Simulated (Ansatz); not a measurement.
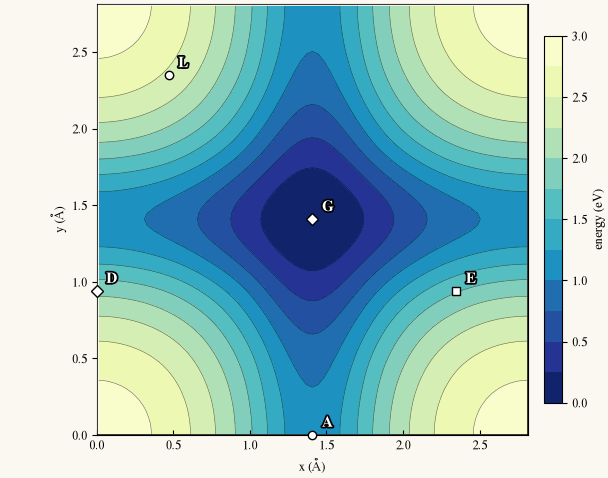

CH on an Al(100) slab cut from the Fm-3m phase, its upper half relaxed before the scan (12 atoms of substrate and one adsorbate in a 2 × 2 cell). CH is moved over the surface cell; relaxed at each place: the height of the adsorbate's atoms; substrate rigid; the origin of the map has the adsorbate above Al9. Places are given modulo a cell vector. The map is drawn in real space over the plane of the surface. The grid has 6 × 6 points; 10 points were computed and 26 follow by symmetry. Places are given in fractions of the 1 × 1 surface cell. All energies are given in eV relative to the lowest grid point. Computed with Ansatz 0.2.0, DFT LDA, scalar-relativistic, plane waves, PAW. Settings: cutoff 420 eV, k-mesh 5×5×1, gaussian smearing 0.1 eV, spin-polarised.

Drawn: filled contours, the outline of one cell of the plane, lettered points. Between grid points the surface is interpolated.

Q: Is G the lowest point of the computed grid?

A: Yes. G, at a fourfold hollow over a second-layer Al atom, (3/6, 3/6) of the cell vectors, has the lowest energy of the grid.

Q: What kind of point is each of A, D, E, G, L: minimum, saddle, maximum or slope?

A: A: saddle point; D: on a slope; E: on a slope; G: minimum; L: on a slope. (In these two coordinates alone; a stationary point may lie a little off the grid point.)

PAW datasets: the set soft_1.
